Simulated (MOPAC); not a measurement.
Run report: C₄H₆O, excited-state calculation (part 2 of 2)

Continued. System: C₄H₆O. Method: INDO/S, RHF, COSMO solvent acetonitrile (MOPAC 23.2.5). The geometry was optimised with RM1.

Geometry of the input (Å):
```
C  -0.0310  1.3844  -0.7784
C  0.2153  0.0966  -0.9817
C  -0.0846  -0.9636  0.0194
C  -0.0242  -0.4414  1.4304
O  -0.8940  -0.7150  2.2426
H  -0.4526  1.8004  0.1313
H  0.1708  2.1489  -1.5230
H  0.6387  -0.2589  -1.9285
H  0.6422  -1.8037  -0.0590
H  -1.0674  -1.4277  -0.2180
H  0.8510  0.1796  1.6969
```

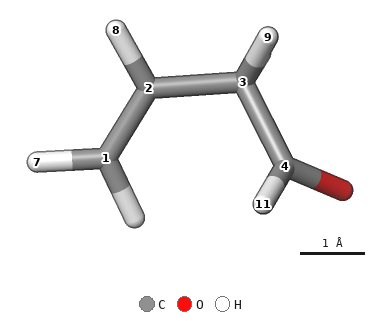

*The structure as given in the input (stick view, seen on its broad side; atoms are numbered from 1 in the order of the input).*

Log, continued:
```
  S  C   3   0.09848     0.00077
 PX  C   3   0.06593    -0.01580
 PY  C   3   0.26148    -0.07321
 PZ  C   3  -0.04375     0.37110

  S  C   4   0.09115     0.09381
 PX  C   4  -0.25638    -0.35689
 PY  C   4  -0.06810    -0.06667
 PZ  C   4   0.25538     0.49089

  S  O   5  -0.14485    -0.22768
 PX  O   5  -0.19695    -0.31090
 PY  O   5  -0.06539    -0.09730
 PZ  O   5   0.18019     0.28668

  S  H   6  -0.15361     0.05794

  S  H   7  -0.14620     0.08615

  S  H   8   0.11229     0.02379

  S  H   9   0.09597    -0.00892

  S  H  10   0.06916    -0.00415

  S  H  11   0.06786     0.07282

 Reference determinate nber   1 is ALPHA 1 -  14
 SINGLE excitations FROM orbs  11 to  14 INTO orbs  15 to  18

 CI excitations=   17:        = 17
 The lowest   17 spin-adapted configurations of multiplicity=  1
     sym   eV   cm**-1 -dets- dipole oscilator X FRAG ....Excitations named from first reference determinate
                       tot  #  Debye  strength

   1      0.000      0.  1  1  4.8661 0.000000 0  0 (    )->(       )
   2      3.709  29916.  1  1  2.4698 0.000213 1  1 (  13)->(  15   )
   3      5.870  47343.  1  1 16.3346 0.065962 1  1 (  14)->(  15   )
   4      7.794  62861.  1  1 11.5301 0.002744 1  1 (  14)->(  17   )
   5      7.850  63317.  1  1  4.3313 0.639184 1  1 (  14)->(  16   )
   6      7.923  63907.  1  1  6.4907 0.003319 1  1 (  14)->(  18   )
   7      8.239  66449.  1  1 11.0567 0.001583 1  1 (  13)->(  16   )
   8      8.640  69684.  1  1  3.0623 0.033575 1  1 (  13)->(  17   )
   9      8.701  70176.  1  1  3.3615 0.001083 1  1 (  11)->(  16   )
  10      9.063  73099.  1  1  4.0432 0.459271 1  1 (  12)->(  15   )
  11      9.263  74715.  1  1 15.0116 0.021621 1  1 (  11)->(  15   )
  12     10.184  82136.  1  1  8.4378 0.020145 1  1 (  13)->(  18   )
  13     10.330  83318.  1  1  9.7422 0.006478 1  1 (  12)->(  16   )
  14     10.701  86313.  1  1  1.5307 0.003358 1  1 (  12)->(  17   )
  15     11.735  94649.  1  1 10.2362 0.039425 1  1 (  11)->(  17   )
  16     12.286  99097.  1  1  7.2138 0.024743 1  1 (  12)->(  18   )
  17     12.340  99530.  1  1  5.2377 0.040959 1  1 (  11)->(  18   )

 COSMO corrections to state energies
 State    Diag E (eV)   Uncorr E (eV)   Final E (eV)
     1        0.00000        0.00000        0.00000
     2        3.57545        3.64496        3.58438
     3        5.27603        5.85942        5.27887
     4        7.12375        7.33241        7.18925
     5        7.25195        7.93388        7.35689
     6        7.68785        7.75476        7.74100
     7        8.13534        8.37127        8.27922
     8        8.28534        8.44839        8.40611
     9        8.53764        8.82068        8.72244
    10        8.97139        9.32203        9.10544
    11        9.02211        9.11599        9.08428
    12        9.87961       10.38322        9.93983
    13        9.96977       10.45231       10.04414
    14       10.24852       10.50309       10.29287
    15       11.53306       11.72606       11.58166
    16       12.10666       12.41393       12.22433
    17       12.45433       12.54592       12.52228

 Depression of ground-state after CI=          0. cm**-1 Energy=  1171.6647207 eV
 Dipole moment=  3.295486  0.482946 -3.547640 tot=  4.866129 Debyes

  CI trans.  energy frequency wavelength oscillator--------- polarization---------  dipole  ------ components-----
 st.  symm.    eV      cm - 1       nm      strength       x          y         z       moment     x       y       z

   2      3.5843761    28910.    345.90  0.000461  -0.121069   0.927902  -0.352619  2.189339   1.345  -0.200  -1.716
   3      5.2788721    42577.    234.87  0.054593  -0.324627  -0.436075   0.839319 16.315175   4.544   5.880 -14.525
   4      7.1892482    57985.    172.46  0.000458   0.054188  -0.923278  -0.380292  6.091885   3.032   3.021  -4.335
   5      7.3568946    59338.    168.53  0.001886  -0.355228   0.343373  -0.869430  7.166446   0.775  -4.262   5.709
   6      7.7409986    62436.    160.17  0.437743  -0.131766   0.989052  -0.066440  3.463483   2.331   0.255  -2.549
   7      8.2792214    66777.    149.75  0.099802  -0.151603  -0.956408  -0.249599  3.223303   0.596   0.749  -3.078
   8      8.4061104    67800.    147.49  0.073817   0.089356  -0.857559  -0.506565  8.671467   2.430   2.728  -7.864

 Polarizability (au  ) xx=    0.84 xy=   -1.23 yy=   21.46 xz=   -1.00 yz=   -0.92 zz=    4.01
 Polarizability (A**3) xx=    0.13 xy=   -0.18 yy=    3.18 xz=   -0.15 yz=   -0.14 zz=    0.59

 Major CI contributions to CI states

State    1  0.0000     CI coeff  CI percent
    Config       1   1.00000000  1.00000000
 Total coeff printed             1.00000000

State    2  3.5844     CI coeff  CI percent
    Config       2   0.99238171  0.98482146
    Config       7  -0.06915137  0.00478191
    Config      11   0.09772034  0.00954926
 Total coeff printed             0.99915264

State    3  5.2789     CI coeff  CI percent
    Config       3   0.99773114  0.99546742
    Config       5  -0.04026033  0.00162089
 Total coeff printed             0.99708832

State    4  7.1892     CI coeff  CI percent
    Config       4  -0.79843627  0.63750048
    Config       6  -0.57861783  0.33479859
    Config       7   0.14005450  0.01961526
    Config       9  -0.05564763  0.00309666
    Config      16  -0.04382174  0.00192035
 Total coeff printed             0.99693133

State    5  7.3569     CI coeff  CI percent
    Config       2   0.06677808  0.00445931
    Config       4   0.12847641  0.01650619
    Config       6   0.07883438  0.00621486
    Config       7   0.90597742  0.82079509
    Config       8   0.08436895  0.00711812
    Config       9  -0.35533757  0.12626479
    Config      11  -0.05997759  0.00359731
    Config      13   0.10714727  0.01148054
 Total coeff printed             0.99643620

State    6  7.7410     CI coeff  CI percent
    Config       3  -0.04369590  0.00190933
    Config       4  -0.06140188  0.00377019
    Config       5  -0.88149538  0.77703411
    Config       7  -0.04802129  0.00230604
    Config       8   0.41031709  0.16836012
    Config       9   0.08467444  0.00716976
    Config      10   0.11195790  0.01253457
    Config      11  -0.10428965  0.01087633
    Config      12  -0.11425473  0.01305414
 Total coeff printed             0.99701460

State    7  8.2792     CI coeff  CI percent
    Config       4   0.28178135  0.07940073
    Config       5   0.32261123  0.10407801
    Config       6  -0.41589472  0.17296842
    Config       8   0.70744544  0.50047905
    Config       9   0.14610273  0.02134601
    Config      10  -0.06129472  0.00375704
    Config      11   0.13416088  0.01799914
    Config      12  -0.30217966  0.09131255
    Config      13  -0.08141036  0.00662765
 Total coeff printed             0.99796858

State    8  8.4061     CI coeff  CI percent
    Config       4  -0.50725095  0.25730353
    Config       5   0.24230668  0.05871253
    Config       6   0.69041220  0.47666900
    Config       8   0.36501911  0.13323895
    Config       9   0.08953239  0.00801605
    Config      11   0.15509322  0.02405391
    Config      12  -0.18247166  0.03329591
    Config      13  -0.05259186  0.00276590
    Config      14   0.05236270  0.00274185
 Total coeff printed             0.99679763

 -------------------------------------------------------------------------------
 INDO WRTCI=8 SINGLET MAXCI=100 1SCF C.I.=8 EPS=35.7 CIS N**2=1.806 AUX(PRECISION=6) THREADS=1
 C4H6O, INDO

     1SCF WAS SPECIFIED, SO BFGS WAS NOT USED
     SCF FIELD WAS ACHIEVED

                              INDO CALCULATION
          VAN DER WAALS AREA      =        114.41 SQUARE ANGSTROMS

          DIELECTRIC ENERGY       =         -0.36537 EV
          COSMO AREA              =        114.41 SQUARE ANGSTROMS
          COSMO VOLUME            =         99.91 CUBIC ANGSTROMS

          IONIZATION POTENTIAL    =          9.588135 EV
          HOMO LUMO ENERGIES (EV) =         -9.588  0.260
          NO. OF FILLED LEVELS    =         14
          MOLECULAR WEIGHT        =         70.0908         POINT GROUP:  C1

          MOLECULAR DIMENSIONS (Angstroms)

            Atom       Atom       Distance
            H     7    O     5     4.84926
            H     9    H     6     3.34595
            H    11    H    10     2.88035

          SCF CALCULATIONS        =          2

          WALL-CLOCK TIME         =      0.016 SECONDS
          COMPUTATION TIME        =      0.015 SECONDS

   ATOM   CHEMICAL          X               Y               Z
  NUMBER   SYMBOL      (ANGSTROMS)     (ANGSTROMS)     (ANGSTROMS)

     1       C         -0.03097200  *   1.38437900  *  -0.77844000  *
     2       C          0.21533600  *   0.09663700  *  -0.98174400  *
     3       C         -0.08458600  *  -0.96361900  *   0.01940500  *
     4       C         -0.02415600  *  -0.44137700  *   1.43038200  *
     5       O         -0.89400900  *  -0.71501900  *   2.24256100  *
     6       H         -0.45256700  *   1.80035800  *   0.13128000  *
     7       H          0.17077700  *   2.14886100  *  -1.52304000  *
     8       H          0.63865500  *  -0.25891700  *  -1.92847200  *
     9       H          0.64218900  *  -1.80371900  *  -0.05904100  *
    10       H         -1.06743900  *  -1.42772900  *  -0.21797300  *
    11       H          0.85100300  *   0.17964200  *   1.69694700  *

                             CARTESIAN COORDINATES

   1    C       -0.030972000     1.384379000    -0.778440000
   2    C        0.215336000     0.096637000    -0.981744000
   3    C       -0.084586000    -0.963619000     0.019405000
   4    C       -0.024156000    -0.441377000     1.430382000
   5    O       -0.894009000    -0.715019000     2.242561000
   6    H       -0.452567000     1.800358000     0.131280000
   7    H        0.170777000     2.148861000    -1.523040000
   8    H        0.638655000    -0.258917000    -1.928472000
   9    H        0.642189000    -1.803719000    -0.059041000
  10    H       -1.067439000    -1.427729000    -0.217973000
  11    H        0.851003000     0.179642000     1.696947000

           Empirical Formula: C4 H6 O  =    11 atoms

      MOLECULAR POINT GROUP   :   C1

                  EIGENVALUES
 -43.59354 -38.27325 -30.73604 -24.87986 -22.31017 -19.92287 -18.60495 -17.14560
 -15.37743 -14.57239 -13.30975 -12.90446 -10.59883  -9.58813   0.25971   1.42871
   2.94096   3.76421   4.75787   5.47003   6.54159   7.56218   7.89601   8.77350
  11.41165  12.20288

              NET ATOMIC CHARGES AND DIPOLE CONTRIBUTIONS

  ATOM NO.   TYPE          CHARGE      No. of ELECS.   s-Pop       p-Pop
    1          C          -0.076507        4.0765     1.10313     2.97338
    2          C          -0.004083        4.0041     1.08359     2.92049
    3          C           0.032701        3.9673     1.03393     2.93337
    4          C           0.366361        3.6336     1.12463     2.50901
    5          O          -0.584195        6.5842     1.81588     4.76832
    6          H           0.026260        0.9737     0.97374
    7          H           0.018044        0.9820     0.98196
    8          H           0.039533        0.9605     0.96047
    9          H           0.049112        0.9509     0.95089
   10          H           0.039924        0.9601     0.96008
   11          H           0.092849        0.9072     0.90715
 DIPOLE           X         Y         Z       TOTAL
 POINT-CHG.     2.865     0.313    -3.248     4.342
 HYBRID         0.431     0.169    -0.300     0.552
 SUM            3.296     0.482    -3.548     4.867

          ATOMIC ORBITAL ELECTRON POPULATIONS

     Atom    s        px        py        pz
    1  C   1.10313   1.03521   0.96598   0.97219
    2  C   1.08359   0.97033   0.99342   0.95674
    3  C   1.03393   1.00334   0.97426   0.95577
    4  C   1.12463   0.85481   0.70480   0.94940
    5  O   1.81588   1.51052   1.61528   1.64251
    6  H   0.97374
    7  H   0.98196
    8  H   0.96047
    9  H   0.95089
   10  H   0.96008
   11  H   0.90715

 *                    *
 * JOB ENDED NORMALLY *
 *                    *

 TOTAL JOB TIME:             0.02 SECONDS

 == MOPAC DONE ==
```

Results in brief:

```tsv
quantity	value
outcome	converged
basis functions	26
HOMO	−9.59 eV
LUMO	0.26 eV
dipole moment	4.87 D
lowest excitation	3.58 eV
hardware	1 thread of AMD EPYC (Zen 3), 64 GiB of memory available, shared host
peak memory	0.12 GiB
```

Remarks:

MOPAC's energies along a path are heats of formation.
